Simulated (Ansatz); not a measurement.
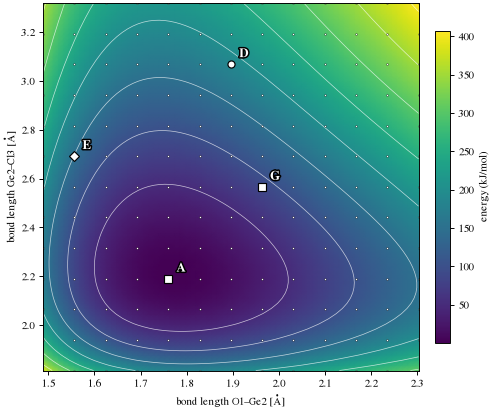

ClGeHO, SMILES [OH][Ge][Cl]. 
- Coordinates scanned: (1) bond length O1–Ge2; (2) bond length Ge2–Cl3.
- Nothing is relaxed (all other coordinates rigid).
- The scan uses a 13 × 13 grid.
- Points are written as (first, second).
- Energies are in kJ/mol, from the relaxed molecule at the same level.
- The reference is spin-restricted, which grows unreliable where a bond is stretched far.
- All numbers below come from RKS PBE0-D4/def2-TZVP (Ansatz).

Drawn: a smooth colour map with a few white contour lines, dots at the grid points, lettered points. Between grid points the surface is interpolated.

**Is D the lowest point of the computed grid?**

No. D lies 188 kJ/mol above the lowest grid point, which is at (1.760 Å, 2.190 Å).

**What kind of point is each of A, D, E, G: minimum, saddle, maximum or slope?**

A: minimum; D: on a slope; E: on a slope; G: on a slope. (In these two coordinates alone; a stationary point may lie a little off the grid point.)
